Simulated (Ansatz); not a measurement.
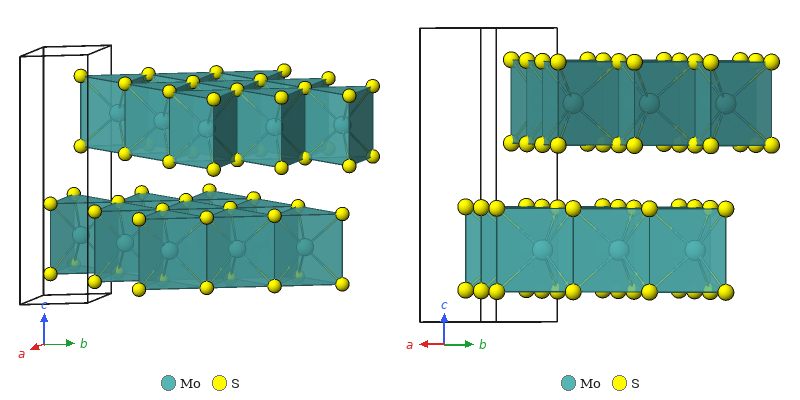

Polyhedra are drawn about Mo (bonds: Mo–S below 2.7 Å); other atoms are plain spheres. Two views of the same piece.

MoS₂ (space group P6_3/mmc, No. 194). Coordinates: coordinates from a relaxation (final pressure about 20 GPa) with Ansatz 0.2.0, DFT, PAW plane waves, pbe+U, spin-orbit.

**What figure surrounds each Mo atom, and what does it share with the other drawn polyhedra?**

Mo: MoS6 trigonal prism, sharing edges with six neighbours.

**How do these polyhedra hang together as a whole?**

They form layers of edge-sharing trigonal prisms parallel to (001).

**How far apart are the centres of linked polyhedra?**

Centre to centre across a shared edge: 3.05 Å.
